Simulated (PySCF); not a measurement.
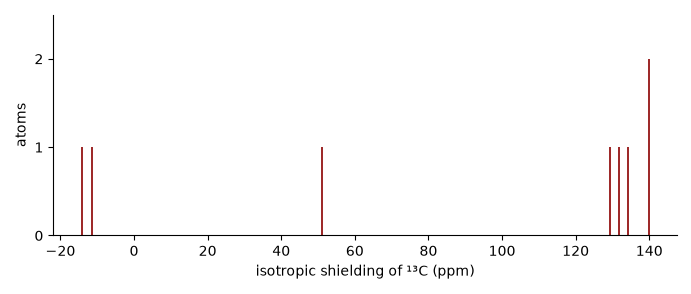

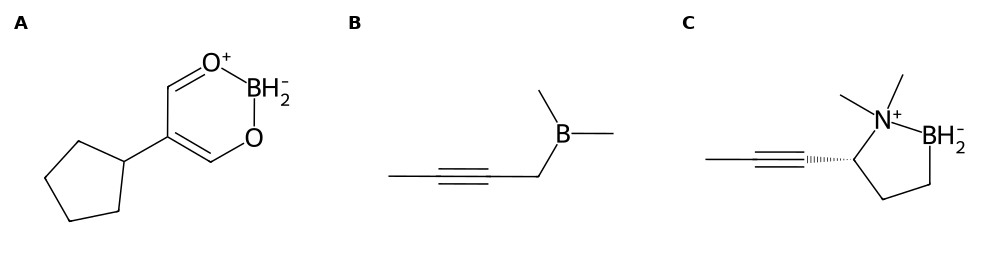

The sticks are computed shieldings of one of the molecules, for one fixed geometry (PBE0-D3(BJ)/def2-SVP) without averaging over rotations. Low shielding means a high chemical shift. Method: GIAO WP04/pcSseg-1 NMR shielding, non-relativistic, gas phase (PySCF 2.14.0).

Which molecule gives this pattern?

Answer. A, `[BH2-]1OC=C(C2CCCC2)C=[O+]1`. Its 8 C atoms give lines at −14.3, −11.5, 51.2, 129.5, 131.8, 134.2, 139.8 (2 atoms) ppm.
